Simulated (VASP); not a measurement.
Band structure of BPt (space group P6/mmm). Calculation: PBE GGA, VASP's PBE PAW potentials (set 64) (plane waves; VASP).

Unless said otherwise, spin-orbit coupling is left out, though it shifts the bands of the heavy elements here.

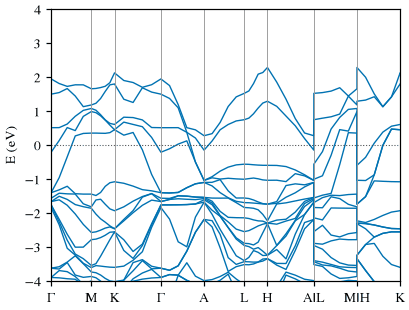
Figure. Bands along high-symmetry lines, zero at the valence-band maximum or, without a gap, the Fermi level

Task: Read the plot: is there a gap, and where are the band edges?

Result: It has no gap at this level: it comes out as a metal or semimetal.

The structure was generated: BPt was put into an ordered model structure, which need not be its known phase. The cell was not relaxed at this level. The k-mesh is coarse (spacing up to 0.36 per Å, 2π included), so the numbers may not be converged in it. The electron count is odd and the run is not spin-polarised, which forces a metal.
